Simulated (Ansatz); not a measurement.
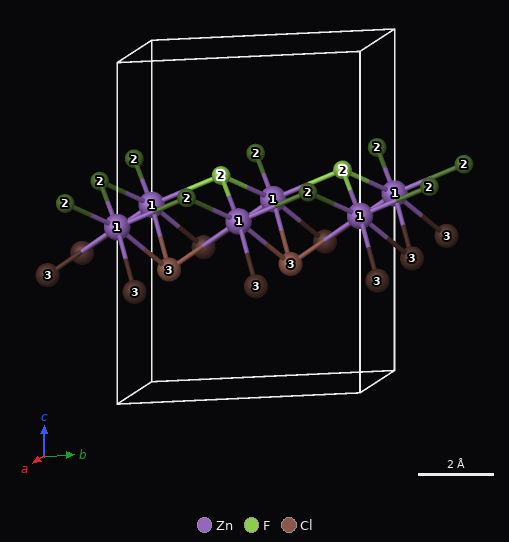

Fig. 1: The structure (ball-and-stick view of the 1 × 2 repeat of the cell, with the vacuum cut short, seen slightly off an axis; neighbours outside the cell are drawn fainter; atoms are numbered from 1 in the order of the input). An atom can appear more than once, as a periodic image.

ZnClF: band-structure calculation

System: ZnClF (slab, 3 atoms in the cell).
Method: DFT, LDA, plane waves, PAW, no spin polarisation (Ansatz 0.2.0).

The geometry comes from this level: r2SCAN. Figures and captions count atoms from 1; the log counts them from 0 in places.

Input file:
```yaml
crystal:
  lattice:
    - [3.3527207072, 0.0, 0.0]
    - [-1.6763603536, 2.9035413042, 0.0]
    - [0.0, 0.0, 28.3494234352]
  atoms:
    - { symbol: Zn, position: [0.0, 0.0, 0.3235355701] }
    - { symbol: F, position: [0.3333333333, 0.6666666667, 0.355185981] }
    - { symbol: Cl, position: [0.6666666667, 0.3333333333, 0.2736787706] }
  periodic: [true, true, false]
kpoints:
  mp_grid: { grid: [12, 12, 1] }
  band_path:
    path: [[0.0, 0.0, 0.0], [0.5, 0.0, 0.0], [0.3333333333, 0.3333333333, 0.0]]
    npoints: 1
hamiltonian:
  xc: lda
scf:
  occupations: { method: fixed }
  n_extra_bands: 4
output:
  forces: true
  stress: true
  eigenvalues: true
```

Hardware: 4 threads of Intel Xeon (Granite Rapids), 16 GiB of memory available, shared host.

Launched with:
```bash
ansatz run input.yaml --threads 4 --pin off --max-ram 5529MiB --backend cpu --events-out ev --progress --plain --runs-dir out
```

The program's output:
```
scf.n_extra_bands = 4 over 13 filled bands (N_el = 26.0): the run solves 17 bands
Engine: ansatz 0.2.0, x86_64-unknown-linux-gnu
Pseudopotentials: kind: paw
Pseudopotential: Zn, paw, valence charge 12, recommended cutoff 420 eV (normal), Zn.paw.azcp
Pseudopotential: F, paw, valence charge 7, recommended cutoff 420 eV (normal), F.paw.azcp
Pseudopotential: Cl, paw, valence charge 7, recommended cutoff 420 eV (normal), Cl.paw.azcp
Functional definition: SPW92
  exchange = slater_x
  correlation = pw_c
Crystal: 3 atoms, lattice volume = 275.975 Å³
Basis set: ecut = 420 eV, 5447 PW (Γ)
Bands: 17, of which v1, the nominal top of the filled ones, is band 13 counted from 1 (12 counted from 0)
Symmetry: 6 space group operations
Space group: P3m1 (ITA 156), of the structure as read, at distance tolerance 6.5e-5 Å
k-points: 19 of 144 (time reversal used)
Non-local potential: Zn, projectors of the file, l = 0: 2, l = 1: 2, l = 2: 3, l = 3: 1
Non-local potential: F, projectors of the file, l = 0: 2, l = 1: 2, l = 2: 1
Non-local potential: Cl, projectors of the file, l = 0: 2, l = 1: 2, l = 2: 2
PAW form: soft (Blöchl's): semilocal exchange-correlation on the pseudo side does not see the compensation charge
PAW frozen core: Zn, regenerated for the run's functional, and the local potential with it (the file was generated under x = pbe(κ = 0.804, μ = 0.2195149727645171), c = pbe(β = 0.06672455060314922))
PAW frozen core: F, regenerated for the run's functional, and the local potential with it (the file was generated under x = pbe(κ = 0.804, μ = 0.2195149727645171), c = pbe(β = 0.06672455060314922))
PAW frozen core: Cl, regenerated for the run's functional, and the local potential with it (the file was generated under x = pbe(κ = 0.804, μ = 0.2195149727645171), c = pbe(β = 0.06672455060314922))
PAW one-centre angular grid: Zn, 590 points (default); XC on 64 Gauss nodes
PAW one-centre angular grid: F, 110 points (default); XC on 64 Gauss nodes
PAW one-centre angular grid: Cl, 110 points (default); XC on 64 Gauss nodes
Initial density: superposition of atomic densities (neutral atoms: chi_scale 0, normalization atom), corrected by the library's trained network
Initial wavefunctions: pseudopotential atomic-orbital guess
Functional: x = slater, c = lda
SCF iter   1: F=—  HF=-5085.973539 eV  |F-HF|=—  |Δ(HF+E_count)|=         —  Δρ=6.02e-3  dr2=1.14e-1  ethr=1.77e-3  ⟨swp⟩=7.4  Hψ=2022  notcnv=0  defer=38
preconditioner: auto → none  [insulator: Δε(μ)=2.969 eV  Ē_g=13.394 eV  n_scr=16 (ndim 8)  ℏωp=11.4 eV  f_vac=0.805  ε∞_Penn≈1.7]
SCF iter   2: F=—  HF=-5085.952246 eV  |F-HF|=—  |Δ(HF+E_count)|=   2.13e-2  Δρ=2.79e-3  dr2=4.64e-2  ethr=4.37e-4  ⟨swp⟩=4.2  Hψ=908  notcnv=0  defer=38
SCF iter   3: F=—  HF=-5085.941507 eV  |F-HF|=—  |Δ(HF+E_count)|=   1.07e-2  Δρ=1.10e-3  dr2=4.03e-3  ethr=1.78e-4  ⟨swp⟩=4.4  Hψ=644  notcnv=0  defer=38
SCF iter   4: F=—  HF=-5085.941072 eV  |F-HF|=—  |Δ(HF+E_count)|=   4.35e-4  Δρ=6.66e-4  dr2=9.56e-4  ethr=1.55e-5  ⟨swp⟩=3.8  Hψ=824  notcnv=0  defer=38
SCF iter   5: F=—  HF=-5085.941057 eV  |F-HF|=—  |Δ(HF+E_count)|=   1.53e-5  Δρ=1.97e-4  dr2=6.03e-5  ethr=3.68e-6  ⟨swp⟩=3.7  Hψ=678  notcnv=0  defer=38
SCF iter   6: F=—  HF=-5085.941097 eV  |F-HF|=—  |Δ(HF+E_count)|=   4.06e-5  Δρ=2.96e-5  dr2=2.08e-6  ethr=2.32e-7  ⟨swp⟩=2.9  Hψ=620  notcnv=0  defer=38
SCF iter   7: F=—  HF=-5085.941106 eV  |F-HF|=—  |Δ(HF+E_count)|=   8.21e-6  Δρ=1.44e-5  dr2=3.45e-7  ethr=8.02e-9  ⟨swp⟩=3.1  Hψ=771  notcnv=0  defer=38
SCF iter   8: F=-5085.941106 eV  HF=-5085.941106 eV  |F-HF|=5.88e-8  |Δ(HF+E_count)|=   7.78e-7  Δρ=5.36e-6  dr2=3.36e-8  ethr=3.85e-10  ⟨swp⟩=21.3  Hψ=3133  notcnv=0
SCF 1 converged in 8 iterations: F = -5085.941106 eV  dr2 = 3.36e-8
  greatest PAW one-centre occupation: 0.992 electrons in one spin orbital (limit 2), on the Zn atom at site 0 (counted from 0), in its partial waves of l = 2
```

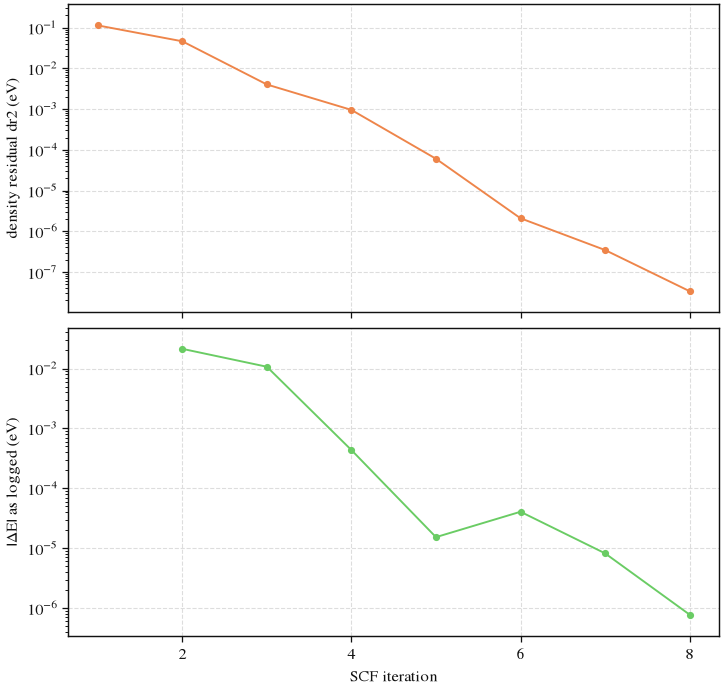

Fig. 2: Convergence of the self-consistent field: density residual dr2 and size of the energy change against the SCF iteration. The residual falls at every step.

```
NSCF: frozen V_eff on 3 k-points
SCF converged after 8 iterations
Free energy (F): -5085.941106 eV
Harris-Foulkes:  -5085.941106 eV  (|F-HF|=5.88e-8)
Internal energy: -5085.941106 eV  (E = F + TS)
E sigma→0 (E₀):  -5085.941106 eV
Fermi energy:    -7.626493 eV
--- Per-component energies (eV) ---
  E_band       = -350.017075
  E_kinetic    = 496.493714
  E_local      = -40099.252531  (includes V_loc(G=0)·N_el)
  E_nonlocal   = 729.597672
  E_hartree    = 19635.120873
  E_xc         = -317.031025
  E_vxc        = -273.047976  (∫ρ·V_xc dr)
  E_paw        = -2575.240685  (= ΣΔE_a)
  E_vpaw       = -474.056324  (= ΣTr[D̂ρ^β])
  E_aug_tail   = 0.001748  (compensation charges beyond the density's cutoff)
  E_ewald      = 17042.508243
  E_core_change = 1.860885  (= ΣΔE_core)
  E_smearing   = -0.000000  (= −TS)
  E_closure    = -0.000000  (closes the sum)
  Σ components = -5085.941106   (vs F -5085.941106, Δ=0.00e0)
--- Forces (eV/Å), atoms counted from 1 ---
  atom   1  Zn     0.00000000    -0.00000000    -0.10760780
  atom   2  F     -0.00000000     0.00000000    -0.28087419
  atom   3  Cl     0.00000000    -0.00000000     0.39111386
  max |Σ_I F_I| component: 2.63e-3 eV/Å
--- 2D stress c σ (N/m, compression-positive) ---
       -2.293888       0.000000       0.000000
        0.000000      -2.293888       0.000000
        0.000000       0.000000       0.000000
  P = ½ c Tr σ = -2.2939 N/m
--- Band table (eV; the first three rows and the last of 19) ---
  k-point 0: bands = ["-29.1747", "-21.9453", "-13.3078", "-13.3078", "-13.1638", "-12.4267", "-12.4267", "-11.1578", "-10.0517", "-10.0517", "-9.5944", "-7.6265", "-7.6265", "-4.3367", "-1.0270 (-1.0271°)", "-0.1275", "0.0006"]
  k-point 1: bands = ["-29.1641", "-21.8999", "-13.3243", "-13.2861", "-13.1089", "-12.4438", "-12.4353", "-11.2039", "-10.1613", "-10.0890", "-9.5428", "-7.9238", "-7.6743", "-4.1235", "-0.7798 (-0.7798°)", "-0.0268", "0.1593"]
  k-point 2: bands = ["-29.1352", "-21.7713", "-13.3297", "-13.2276", "-12.9918", "-12.5008", "-12.4524", "-11.3606", "-10.4083", "-10.2005", "-9.4076", "-8.5914", "-7.7935", "-3.6002", "-0.3094 (-0.3095°)", "0.1768", "0.5847"]
  k-point 18: bands = ["-28.9973", "-21.0317", "-13.1007", "-13.0142", "-12.6640", "-12.5272", "-12.5164", "-12.4549", "-11.2630", "-10.8011", "-10.5515", "-9.2124", "-8.4173", "-1.8597", "1.0686", "1.8955", "2.3467"]
  ° read free of the cell's end (the report's vacuum.weakly_bound_levels)
```

File bands.tsv:
```
# k_distance	band_0	band_1	band_2	band_3	band_4	band_5	band_6	band_7	band_8	band_9	band_10	band_11	band_12	band_13	band_14	band_15	band_16
# fermi_ev = -7.626493
# lock_threshold_ev = 1e-6
# [0, 0, 0] at k_distance = 0.000000
# [0.5, 0, 0] at k_distance = 1.081987
# [0.3333333333, 0.3333333333, 0] at k_distance = 1.706672
# levels_relative_to = fermi_ev
# free_energy_ev = -5085.941106
# largest_residual_norms_ev = 5.668e-4 1.365e-3 1.159e-3 1.952e-3 1.374e-3 1.399e-3 2.175e-3 1.754e-3 1.551e-3 1.782e-3 1.522e-3 2.313e-3 2.456e-3 2.466e-3 9.667e-4 7.934e-4 2.999e-3
0.000000	-21.548183	-14.318771	-5.681342	-5.681342	-5.537307	-4.800201	-4.800201	-3.531304	-2.425193	-2.425193	-1.967872	0.000000	0.000000	3.289808	6.599471	7.498995	7.627055
1.081987	-21.389645	-13.522530	-5.925232	-5.433059	-5.057408	-4.769139	-4.679717	-4.412753	-3.968036	-3.226968	-2.542577	-1.027408	-0.513768	4.999390	7.482154	8.965571	9.892224
1.706672	-21.370818	-13.405165	-5.474223	-5.387735	-5.037540	-4.900667	-4.889870	-4.828445	-3.636541	-3.174625	-2.925028	-1.585892	-0.790814	5.766841	8.695136	9.522017	9.973185
```

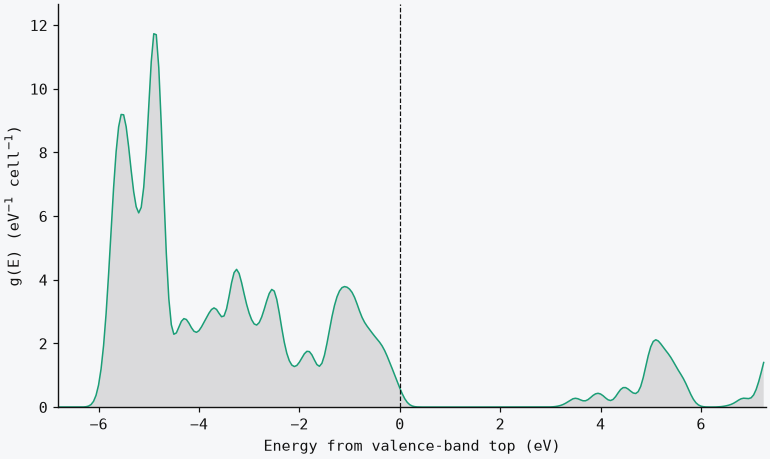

Fig. 3: Density of states (the curve is built from the levels of the k mesh with Gaussians 0.3 eV wide, which also blur the band edges), with energies from the valence-band top. There is a gap of 3.29 eV on the k-point mesh. Small ripples come from the finite k-point mesh.

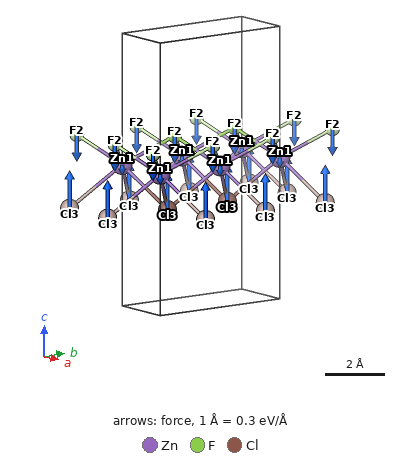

Fig. 4: Forces on the atoms as blue arrows (ball-and-stick view of the 1 × 2 repeat of the cell, with the vacuum cut short, seen slightly off an axis; neighbours outside the cell are drawn fainter; atoms are numbered from 1 in the order of the input). The largest act on Cl3 (0.39 eV/Å); F2 (0.28 eV/Å). The geometry is not a stationary point of this energy.

Key numbers:

| quantity | value |
| --- | --- |
| outcome | converged |
| electrons treated | 26 |
| free energy | −5085.9411 eV |
| Fermi energy | −7.626 eV |
| gap on the k-point mesh | 3.29 eV |
| largest force (length of the vector) | 0.391 eV/Å |
| wall time | 2.3 s (CPU time 7.9 s) |
| peak memory | 0.56 GiB |
